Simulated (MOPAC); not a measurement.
# SiNH$_{2}$Cl$_{2}$F: frequency calculation (part 1 of 2)

SiNH$_{2}$Cl$_{2}$F, computed with PM3, closed shell (MOPAC 23.2.5).

The geometry was optimised with PM3.

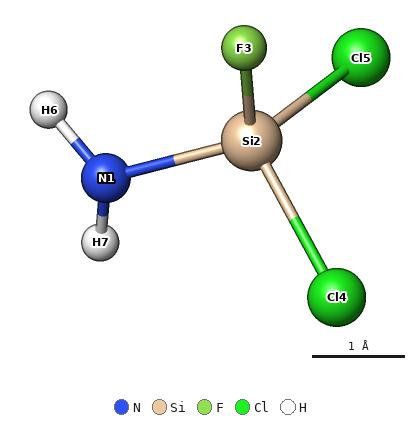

Fig. 1: The input geometry (ball-and-stick view, seen at a tilt; atoms are numbered from 1 in the order of the input). Bond lengths as drawn: Cl–Si 2.06 to 2.08 Å, F–Si 1.57 Å, H–N 1.00 Å and N–Si 1.76 Å.

## The input (cl2fh2nsi.mop)
```
FORCE THERMO(200,600,200) PM3 AUX(PRECISION=6) THREADS=1
job Cl2FH2NSi

N     -1.130216 +1    -0.043311 +1     0.242526 +1
Si     0.598764 +1    -0.122312 +1    -0.062726 +1
F      1.353356 +1    -0.910740 +1     1.070490 +1
Cl     0.916822 +1    -1.071985 +1    -1.857310 +1
Cl     1.479836 +1     1.761145 +1    -0.140920 +1
H     -1.431485 +1     0.256617 +1     1.145771 +1
H     -1.710297 +1     0.357998 +1    -0.463307 +1
```

Launch command:
```bash
mopac cl2fh2nsi.mop
```

## The program's output
```
MOPAC v23.2.5
PM3 CALCULATION RESULTS

 *  PM3        - The PM3 Hamiltonian to be used
 *  FORCE      - FORCE CALCULATION SPECIFIED
 *  THREADS=1  - MULTI-THREADING NOT USED
 *  AUX        - OUTPUT AUXILIARY INFORMATION
 *  THERMO     - THERMODYNAMIC QUANTITIES TO BE CALCULATED
FORCE THERMO(200,600,200) PM3 AUX(PRECISION=6) THREADS=1
 job Cl2FH2NSi

   ATOM   CHEMICAL          X               Y               Z
  NUMBER   SYMBOL      (ANGSTROMS)     (ANGSTROMS)     (ANGSTROMS)

     1       N         -1.13021600  *  -0.04331100  *   0.24252600  *
     2      Si          0.59876400  *  -0.12231200  *  -0.06272600  *
     3       F          1.35335600  *  -0.91074000  *   1.07049000  *
     4      Cl          0.91682200  *  -1.07198500  *  -1.85731000  *
     5      Cl          1.47983600  *   1.76114500  *  -0.14092000  *
     6       H         -1.43148500  *   0.25661700  *   1.14577100  *
     7       H         -1.71029700  *   0.35799800  *  -0.46330700  *

          CARTESIAN COORDINATES

    NO.       ATOM           X           Y           Z

     1         N         -1.1302     -0.0433      0.2425
     2        Si          0.5988     -0.1223     -0.0627
     3         F          1.3534     -0.9107      1.0705
     4        Cl          0.9168     -1.0720     -1.8573
     5        Cl          1.4798      1.7611     -0.1409
     6         H         -1.4315      0.2566      1.1458
     7         H         -1.7103      0.3580     -0.4633

           Empirical Formula: H2 N Si F Cl2  =     7 atoms

      MOLECULAR POINT GROUP   :   C1

      RHF CALCULATION, NO. OF DOUBLY OCCUPIED LEVELS = 16

          HEAT OF FORMATION =    -196.048271 KCALS/MOLE

          CARTESIAN COORDINATE DERIVATIVES

   NUMBER  ATOM         X            Y            Z

     1       N     -0.001377     0.001335    -0.002265
     2      Si     -0.000116     0.000275     0.000146
     3       F     -0.000539    -0.000814    -0.000645
     4      Cl     -0.000202     0.000746     0.000385
     5      Cl      0.000657    -0.000588     0.000399
     6       H      0.000751     0.001404     0.003014
     7       H      0.000826    -0.002358    -0.001034

 DIPOLE           X         Y         Z       TOTAL
 POINT-CHG.    -2.514     1.207     0.393     2.816
 HYBRID        -0.299    -0.188    -0.827     0.899
 SUM           -2.813     1.019    -0.434     3.023

          GRADIENT NORM =   0.00556

          MOLECULAR WEIGHT =  134.01

          ROTATIONAL CONSTANTS IN CM(-1)

          A =    0.09179375   B =    0.06253362   C =    0.05345512

           PRINCIPAL MOMENTS OF INERTIA IN UNITS OF 10**(-40)*GRAM-CM**2

          A =      304.9527   B =      447.6432   C =      523.6683

          ORIENTATION OF MOLECULE IN FORCE CALCULATION

    NO.       ATOM         X         Y         Z

     1          N      -2.0097    0.3023    0.0043
     2         Si      -0.2522    0.3023    0.0043
     3          F       0.3287    1.7644    0.0043
     4         Cl       0.4150   -0.6775    1.6831
     5         Cl       0.5434   -0.6354   -1.6742
     6          H      -2.4765    0.8706   -0.6708
     7          H      -2.4759   -0.5753    0.0950

    FIRST DERIVATIVES WILL BE USED IN THE CALCULATION OF SECOND DERIVATIVES

          ESTIMATED TIME TO COMPLETE CALCULATION =        0.33 SECONDS

    FOR POINT-GROUP C1   THERE ARE   1 UNIQUE SYMMETRY FUNCTIONS.

 STEP:   1 TIME =     0.00 SECS, INTEGRAL =      0.00 TIME LEFT: 172799.99
 STEP:   2 TIME =     0.00 SECS, INTEGRAL =      0.00 TIME LEFT: 172799.99
 STEP:   3 TIME =     0.00 SECS, INTEGRAL =      0.00 TIME LEFT: 172799.99
 STEP:   4 TIME =     0.00 SECS, INTEGRAL =      0.00 TIME LEFT: 172799.99
 STEP:   5 TIME =     0.00 SECS, INTEGRAL =      0.00 TIME LEFT: 172799.99
 STEP:   6 TIME =     0.00 SECS, INTEGRAL =      0.00 TIME LEFT: 172799.99
 STEP:   7 TIME =     0.00 SECS, INTEGRAL =      0.00 TIME LEFT: 172799.99
 STEP:   8 TIME =     0.00 SECS, INTEGRAL =      0.00 TIME LEFT: 172799.99
 STEP:   9 TIME =     0.00 SECS, INTEGRAL =      0.00 TIME LEFT: 172799.99
 STEP:  10 TIME =     0.00 SECS, INTEGRAL =      0.00 TIME LEFT: 172799.99
 STEP:  11 TIME =     0.00 SECS, INTEGRAL =      0.00 TIME LEFT: 172799.99
 STEP:  12 TIME =     0.00 SECS, INTEGRAL =      0.00 TIME LEFT: 172799.99
 STEP:  13 TIME =     0.00 SECS, INTEGRAL =      0.00 TIME LEFT: 172799.99
 STEP:  14 TIME =     0.01 SECS, INTEGRAL =      0.01 TIME LEFT: 172799.98
 STEP:  15 TIME =     0.00 SECS, INTEGRAL =      0.01 TIME LEFT: 172799.98
 STEP:  16 TIME =     0.00 SECS, INTEGRAL =      0.01 TIME LEFT: 172799.98
 STEP:  17 TIME =     0.01 SECS, INTEGRAL =      0.02 TIME LEFT: 172799.98
 STEP:  18 TIME =     0.00 SECS, INTEGRAL =      0.02 TIME LEFT: 172799.98
 STEP:  19 TIME =     0.00 SECS, INTEGRAL =      0.02 TIME LEFT: 172799.98
 STEP:  20 TIME =     0.01 SECS, INTEGRAL =      0.02 TIME LEFT: 172799.97
 STEP:  21 TIME =     0.00 SECS, INTEGRAL =      0.02 TIME LEFT: 172799.97

(To convert to Hartree/Bohr^2, multiply by (10^(-21) x N x a0^2)/(4.184 x 627.51) =  0.0642)

           FORCE MATRIX IN MILLIDYNES/ANGSTROM

                  N  1      Si  2       F  3      Cl  4      Cl  5       H  6
 ------------------------------------------------------------------------------
     N    1  12.746484
    Si    2   3.954028   8.928423
     F    3   0.361524   5.450865   5.966805
    Cl    4   0.208651   0.997068   0.277056   1.406928
    Cl    5   0.165646   0.881432   0.313573   0.161666   1.292089
     H    6   6.180530   0.476066   0.022015   0.038207   0.017879   6.844523
     H    7   6.206792   0.466009   0.059117   0.015671   0.017087   0.895553

                  H  7
 ------------------
     H    7   6.865748

          HEAT OF FORMATION =    -196.048271 KCALS/MOLE

          ZERO POINT ENERGY      19.712 KCAL/MOL

           NORMAL COORDINATE ANALYSIS (Total motion = 1 Angstrom)

   Root No.       1         2         3         4         5         6         7         8

                 1 A       2 A       3 A       4 A       5 A       6 A       7 A       8 A

                 101.8     135.6     157.7     198.7     231.1     248.5     340.4     375.8

           1    0.0118   -0.0232    0.0192   -0.0783   -0.0237   -0.0725   -0.1220    0.0157
           2   -0.0139    0.0577   -0.0289    0.1341   -0.0259   -0.1195   -0.0338   -0.0001
           3    0.0034    0.0680    0.1676   -0.0013    0.0969   -0.0137   -0.0016    0.0073
           4    0.0137   -0.0232    0.0148   -0.0747   -0.0233   -0.0716   -0.1114    0.0189
           5   -0.0174    0.0274   -0.0160   -0.0816    0.0042    0.0079    0.1379   -0.0295
           6    0.0035   -0.0056   -0.0202   -0.0004   -0.0664    0.0087    0.0472    0.2950
           7    0.0287   -0.0292    0.0079   -0.0188    0.0448    0.1815    0.0804   -0.0147
           8   -0.0243    0.0295   -0.0122   -0.1023   -0.0249   -0.0948    0.0589   -0.0188
           9   -0.0123   -0.0512   -0.0889   -0.0023    0.2025   -0.0582   -0.0118   -0.0394
          10   -0.0219   -0.0004   -0.0660    0.0532   -0.0268    0.0036    0.0398   -0.0524
          11    0.0114   -0.0440   -0.0004    0.0267    0.0875    0.0288   -0.0566    0.0676
          12    0.0380   -0.0606    0.0249    0.0250   -0.0690   -0.0534    0.0757   -0.1312
          13   -0.0100    0.0459    0.0442    0.0526    0.0336   -0.0132    0.0573    0.0335
          14    0.0297   -0.0138    0.0266    0.0283   -0.0632    0.0714   -0.0645   -0.0340
          15   -0.0393    0.0572   -0.0387   -0.0225   -0.0345    0.0860   -0.1027   -0.0765
          16    0.0141   -0.0489   -0.0864    0.0240   -0.1300   -0.1198   -0.1627    0.2141
          17   -0.3320   -0.1867    0.2091    0.1936   -0.1002   -0.1039   -0.0957   -0.0046
          18   -0.2662   -0.1196    0.4430   -0.0239    0.1098    0.0331   -0.0255   -0.1379
          19    0.0222   -0.0307    0.0249   -0.2195    0.0243    0.0374    0.0324   -0.0190
          20    0.0206    0.0974   -0.0538    0.2117   -0.0398   -0.1927   -0.1283    0.0031
          21    0.3970    0.4167   -0.0484    0.0082    0.2211   -0.1360   -0.0942   -0.1367

   Root No.       9        10        11        12        13        14        15

                 9 A      10 A      11 A      12 A      13 A      14 A      15 A

                 659.0     844.1     890.3     979.1    1652.8    3423.2    3550.6

           1    0.0650    0.0946    0.0891    0.1357   -0.0524    0.0005   -0.0284
           2   -0.0362    0.0560   -0.0446    0.0367   -0.0107   -0.0479   -0.0102
           3   -0.0749   -0.0083    0.0392    0.0082   -0.0206    0.0258   -0.0167
           4   -0.0239   -0.0291   -0.0476   -0.1260    0.0016    0.0000   -0.0005
           5    0.0086    0.0487    0.0379   -0.1195   -0.0007   -0.0003   -0.0001
           6    0.0168    0.0046   -0.0141   -0.0002   -0.0012    0.0002   -0.0001
           7    0.0037   -0.0455   -0.0083    0.0617   -0.0003    0.0001    0.0000
           8   -0.0026   -0.1005   -0.0309    0.1602   -0.0002    0.0001    0.0000
           9    0.0002   -0.0010    0.0015    0.0004    0.0001    0.0000   -0.0000
          10    0.0019    0.0013   -0.0009    0.0007   -0.0001   -0.0000    0.0000
          11    0.0003    0.0002   -0.0008    0.0003    0.0001    0.0000   -0.0000
          12   -0.0006    0.0007    0.0010    0.0004   -0.0001   -0.0000    0.0000
          13    0.0001    0.0003    0.0004    0.0006    0.0001    0.0000   -0.0000
          14   -0.0011    0.0008   -0.0007   -0.0000   -0.0000   -0.0000   -0.0000
          15   -0.0026   -0.0002    0.0001   -0.0007   -0.0000    0.0000   -0.0000
          16   -0.2010   -0.1786    0.4940    0.0314    0.3447   -0.2348    0.1992
          17    0.1905   -0.1127    0.0709   -0.0910    0.3160    0.2723   -0.2973
          18    0.3165    0.0461   -0.1643   -0.0270    0.0381   -0.3222    0.3087
          19   -0.1787    0.4733   -0.2334    0.3868    0.3464    0.2261    0.2084
          20    0.1504   -0.1634    0.1259   -0.1197   -0.1471    0.4012    0.4399
          21    0.3658   -0.0565   -0.0543   -0.0765    0.2828   -0.0404   -0.0740

           MASS-WEIGHTED COORDINATE ANALYSIS (NORMAL COORDINATES)

   Root No.       1         2         3         4         5         6         7         8

                 1 A       2 A       3 A       4 A       5 A       6 A       7 A       8 A

                 101.8     135.6     157.7     198.7     231.1     248.5     340.4     375.8

           1    0.0594   -0.0932    0.0665   -0.2559   -0.0645   -0.1943   -0.2927    0.0303
           2   -0.0697    0.2311   -0.1002    0.4381   -0.0704   -0.3203   -0.0810   -0.0001
           3    0.0169    0.2724    0.5803   -0.0043    0.2632   -0.0367   -0.0039    0.0141
           4    0.0974   -0.1318    0.0725   -0.3456   -0.0896   -0.2719   -0.3783    0.0517
           5   -0.1242    0.1556   -0.0783   -0.3775    0.0160    0.0301    0.4683   -0.0806
           6    0.0249   -0.0318   -0.0989   -0.0019   -0.2554    0.0331    0.1604    0.8057
           7    0.1682   -0.1363    0.0319   -0.0716    0.1419    0.5668    0.2246   -0.0331
           8   -0.1421    0.1378   -0.0494   -0.3894   -0.0789   -0.2961    0.1646   -0.0422
           9   -0.0719   -0.2392   -0.3586   -0.0086    0.6406   -0.1816   -0.0329   -0.0885
          10   -0.1755   -0.0026   -0.3634    0.2764   -0.1156    0.0155    0.1517   -0.1608
          11    0.0914   -0.2803   -0.0021    0.1388    0.3783    0.1228   -0.2158    0.2073
          12    0.3044   -0.3862    0.1373    0.1300   -0.2984   -0.2277    0.2888   -0.4025
          13   -0.0799    0.2926    0.2434    0.2733    0.1451   -0.0564    0.2186    0.1029
          14    0.2378   -0.0882    0.1466    0.1469   -0.2733    0.3044   -0.2463   -0.1044
          15   -0.3142    0.3645   -0.2133   -0.1170   -0.1492    0.3667   -0.3920   -0.2347
          16    0.0190   -0.0526   -0.0802    0.0211   -0.0947   -0.0862   -0.1047    0.1107
          17   -0.4479   -0.2007    0.1942    0.1697   -0.0730   -0.0747   -0.0616   -0.0024
          18   -0.3592   -0.1286    0.4114   -0.0209    0.0800    0.0238   -0.0164   -0.0713
          19    0.0300   -0.0330    0.0231   -0.1924    0.0177    0.0269    0.0208   -0.0098
          20    0.0278    0.1047   -0.0500    0.1856   -0.0290   -0.1386   -0.0826    0.0016
          21    0.5357    0.4479   -0.0450    0.0072    0.1611   -0.0978   -0.0606   -0.0707

   Root No.       9        10        11        12        13        14        15

                 9 A      10 A      11 A      12 A      13 A      14 A      15 A

                 659.0     844.1     890.3     979.1    1652.8    3423.2    3550.6
```
